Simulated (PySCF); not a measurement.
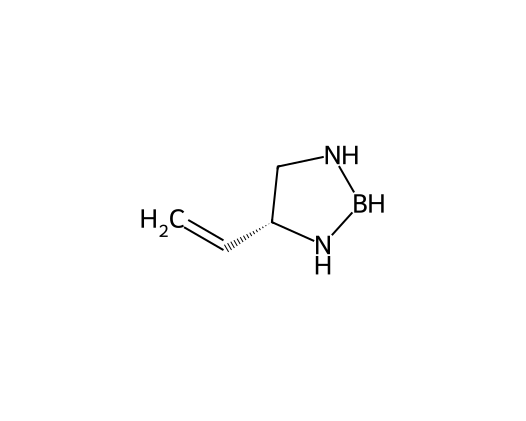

**Transcribe the drawing into SMILES.**

C=C[C@@H]1CNBN1

**What is the molecular formula?**

C4H9BN2.

**An optimisation with PBE0-D3(BJ)/def2-SVP gave a structure of which point group?**

C1.

More results for the same structure follow; atom numbers are the same in all pictures, views and colours differ. Computed geometry: PBE0-D3(BJ)/def2-SVP optimisation. No frequency run is at hand to confirm it as a minimum.

Shape

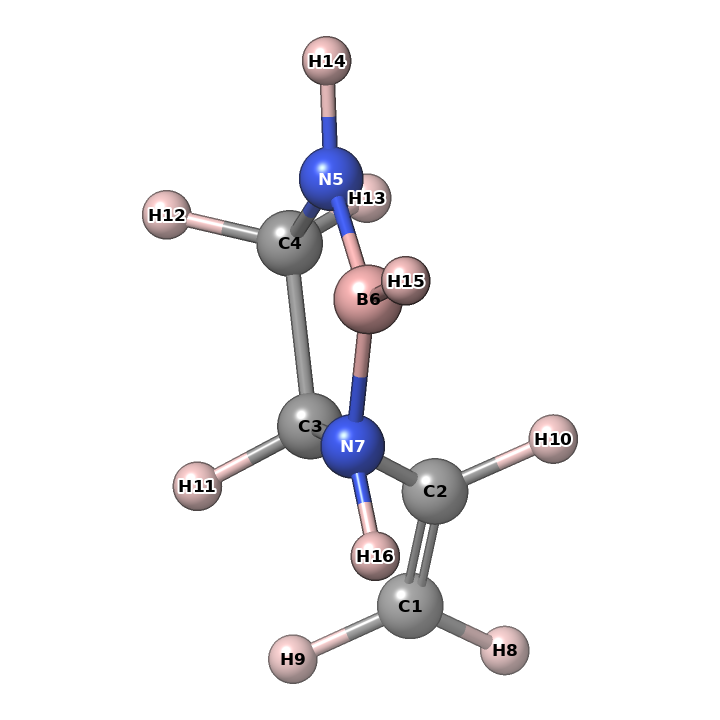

C3 lies behind N7. The molecule seen a little off the N7–C3 bond, N7 in front. Atoms fade into the background with distance from the viewer. No frequency run is at hand to confirm it as a minimum.

**What is the torsion angle B6–N7–C3–C4? The sign is positive where the front bond must turn clockwise to cover the back bond.**

−3°, synperiplanar (eclipsed).

Charges

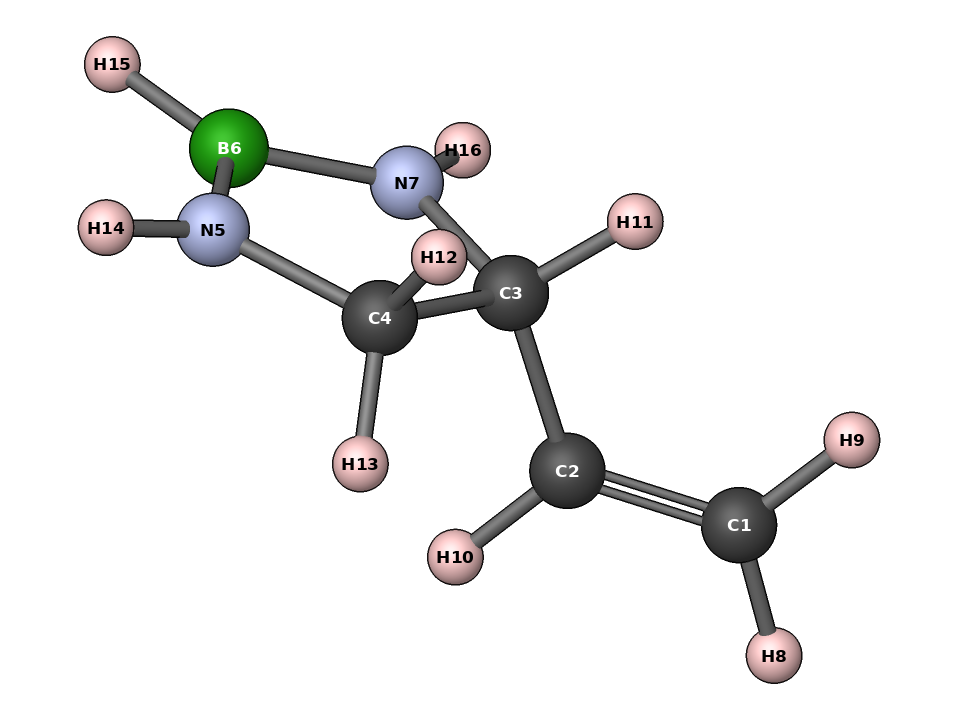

The questions are on IAO charges. No frequency run is at hand to confirm it as a minimum. Level of theory: PBE0/pcSseg-1, gas phase (PySCF 2.14.0).

List the IAO charges.

```
atom  value (e)
  C1      −0.32
  C2      −0.14
  C3       0.00
  C4      −0.14
  N5      −0.43
  B6       0.12
  N7      −0.43
  H8       0.15
  H9       0.14
 H10       0.14
 H11       0.12
 H12       0.13
 H13       0.13
 H14       0.27
 H15       0.00
 H16       0.27
```

NMR shielding

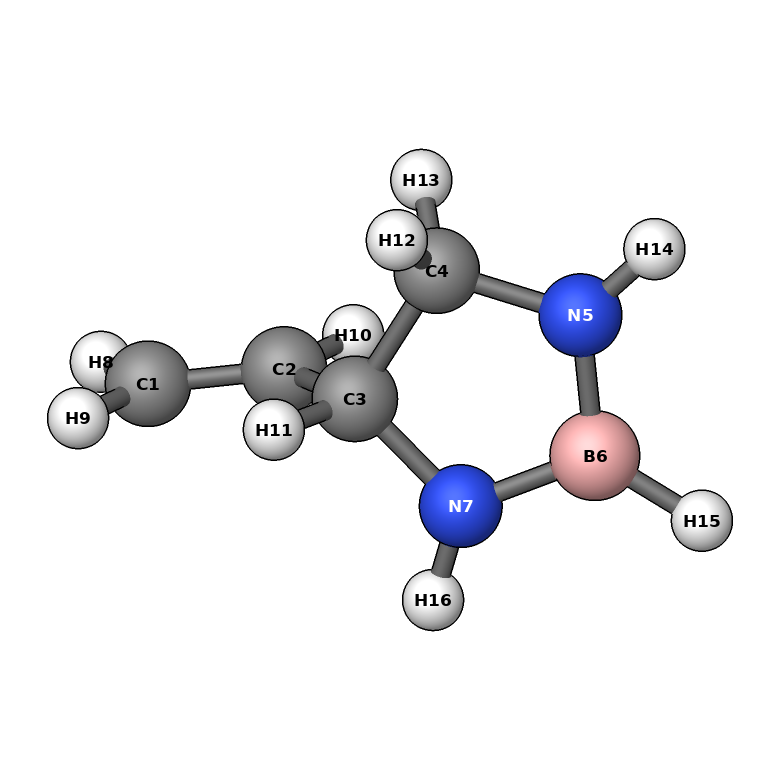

No frequency run is at hand to confirm it as a minimum. Method: GIAO CAM-B3LYP/pcSseg-1 NMR shielding, non-relativistic, gas phase (PySCF 2.14.0). Principal shieldings σ11 ≤ σ22 ≤ σ33, span Ω = σ33 − σ11, skew κ = 3(σiso − σ22)/Ω.

**Which C atom has the most anisotropic shielding?**

C2, with a span of 238 ppm.

Give the shielding tensors of the C atoms.

```
atom     σ11    σ22    σ33   σiso      Ω      κ
  C1   −53.7   79.8  154.7   60.3  208.4  −0.28
  C2  −101.2   39.9  136.7   25.1  237.9  −0.19
  C3   104.8  114.6  138.5  119.3   33.7   0.42
  C4   104.8  126.4  155.8  129.0   51.0   0.15
```

Shieldings and span in ppm.

Excitation

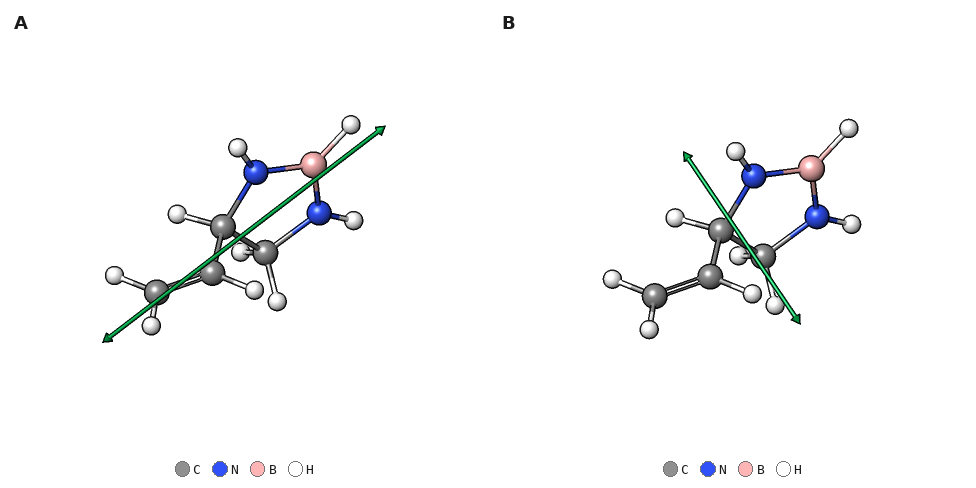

The double arrows show the directions of two transition dipoles from the ground state (lengths mean nothing). No frequency run is at hand to confirm it as a minimum. Method: TDDFT ωB97X-D/def2-SVPD, vertical, gas phase, core orbitals frozen in the response (PySCF 2.14.0).

**One belongs to singlet state 4 and one to singlet state 8. Which is which?**

A: state 8, 7.68 eV (161 nm), oscillator strength 0.078, of mixed character, with the largest part HOMO → LUMO+7 (weight 0.23).
B: state 4, 6.96 eV (178 nm), oscillator strength 0.017, of mixed character, with the largest part HOMO → LUMO+4 (weight 0.44).
